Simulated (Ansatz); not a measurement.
# Calculations on SnH$_{5}$SO$_{2}$Cl

## 1. Relaxation

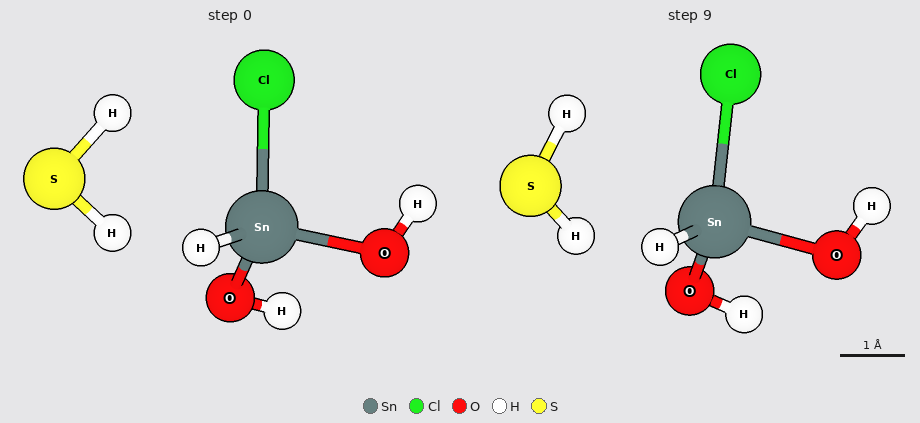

The structure of SnH5SO2Cl before (left) and after (right) a relaxation, at one scale.

The picture is a ball-and-stick view, seen from a free direction.

The run prepares an end point of a later path (reaction) calculation, from a guessed geometry.

These are results of Ansatz, RKS PBE-D4/def2-SVP, not measurements.

Input file:
```yaml
crystal:
  periodic: [false, false, false]
  atoms:
    - { symbol: Sn, position_ang: [-0.159879, 0.008469, 0.004265] }
    - { symbol: Cl, position_ang: [-0.431657, -0.209045, 2.382651] }
    - { symbol: O, position_ang: [1.79518, -0.085817, -0.435635] }
    - { symbol: H, position_ang: [2.038119, -1.026988, -0.547913] }
    - { symbol: H, position_ang: [-0.938377, 1.371165, -0.671235] }
    - { symbol: O, position_ang: [-0.910309, -1.711713, -0.69196] }
    - { symbol: H, position_ang: [-1.109185, -2.289601, 0.07307] }
    - { symbol: S, position_ang: [1.843433, 2.622557, 1.54212] }
    - { symbol: H, position_ang: [2.340656, 1.556928, 0.839343] }
    - { symbol: H, position_ang: [1.22942, 1.754645, 2.430494] }
basis:
  gaussian: { orbitals: def2-SVP }
hamiltonian:
  xc: pbe
  dispersion: d4
relax:
  f_tol: 0.03
  max_steps: 50
```

Command:
```bash
ansatz run input.yaml --threads 4 --pin off --max-ram 5120MiB --backend cpu --events-out ev --progress --plain --runs-dir out
```

### What changed between the two?

Over 8 accepted moves (9 points after the start) the energy falls by 1.69 kcal/mol. The largest force component goes from 0.43 to 0.014 eV/Å. The line search rejected the trial step at point 5 of the run. S8 moves most after the best rigid fit: 0.38 Å. Largest moves by element: S 0.38 Å, H 0.18 Å, Cl 0.17 Å, O 0.16 Å, Sn 0.14 Å. Among the contacts that change: Sn1–S8 3.635 → 3.155 Å, S8–H10 1.385 → 1.363 Å, Sn1–O3 2.006 → 2.021 Å, Sn1–Cl2 2.404 → 2.394 Å. Bond angles that change, for instance: O3–Sn1–O6 104.4° → 98.4°, O3–Sn1–H5 113.3° → 117.5°, H5–Sn1–O6 112.2° → 108.3°. The run took 11 s on 4 threads of AMD EPYC 7R13 Processor (Zen 3) (shared host), peak memory 0.19 GiB.

## 2. Relaxation

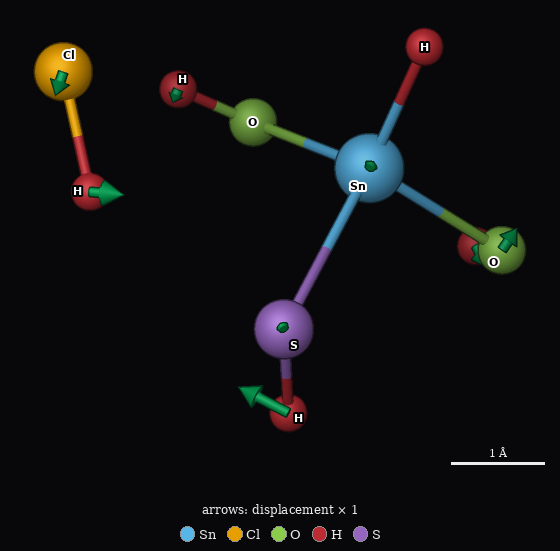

This is a relaxation of SnH$_{5}$SO$_{2}$Cl. The starting structure is drawn; green arrows show the displacements, at their true length. The two geometries are superimposed by the best rigid fit.

The picture is a ball-and-stick view, seen at a tilt.

The run prepares an end point of a later path (reaction) calculation, from a guessed geometry.

Method: Ansatz 0.2.0, RKS PBE-D4/def2-SVP. Set-up: no spin polarisation; force threshold 0.03 eV/Å; at most 50 steps.

Question: What did the optimiser do to the structure, and how much energy did it gain?

Answer: The energy falls by 9.39 kJ/mol in 12 accepted moves (16 points after the start). The largest force component goes from 0.62 to 0.026 eV/Å. The line search rejected the trial steps at points 2, 5, 9, 11 of the run. An H atom moves most after the best rigid fit: 0.63 Å. By element the largest moves are H 0.63 Å, O 0.30 Å, Cl 0.28 Å, Sn 0.11 Å, S 0.10 Å. Some distances before and after: S–Sn 2.448 → 2.493 Å, H–Sn 1.725 → 1.720 Å, H–S 1.369 → 1.364 Å. Bond angles that change, for instance: O–Sn–S 105.6° → 111.3°, O–Sn–H 112.5° → 107.1°, O–Sn–S 111.9° → 106.7°. Groups turn about O–Sn by about 35°, S–Sn by about 25°.

Limits of the set-up: the start holds two separate molecules, 2.4 Å apart at their closest, whose relative position is a soft coordinate.

## 3. Path

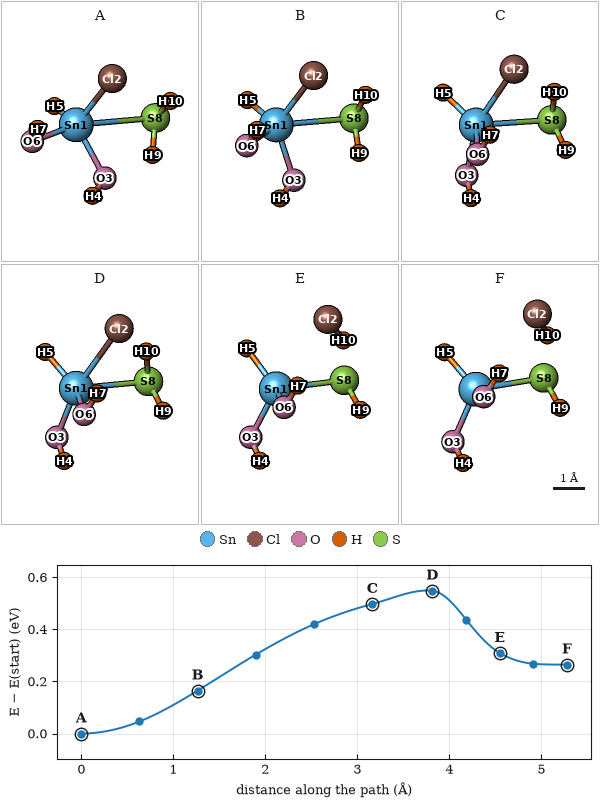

A search for the minimum-energy path of SnH₅SO₂Cl by the nudged elastic band. Images are numbered from 0 (start) to 10 (end). Frames A to F are images 0, 2, 5, 6, 8, 10. The picture is a ball-and-stick view, seen at a tilt.

All numbers below come from Ansatz, RKS PBE-D4/def2-SVP. Settings: 9 movable images; climbing image; force threshold 0.05 eV/Å; iteration limit 60; starting path through a guess of the saddle point.

Question: Read off the barrier and say what moves.

Answer: Forward barrier 0.55 eV, backward barrier 0.28 eV, with image 6 at the top; the reaction energy is +0.26 eV. Breaking: S8–H10 (1.36 → 1.52 at the top → 2.18 Å), Sn1–Cl2 (2.39 → 2.78 at the top → 3.68 Å). Forming: Cl2–H10 (2.86 → 1.76 at the top → 1.34 Å). The band converged in 22 iterations, with a climbing image at the top. At the top, the vibrational analysis gives one imaginary mode (164i cm⁻¹), as a transition state must have.
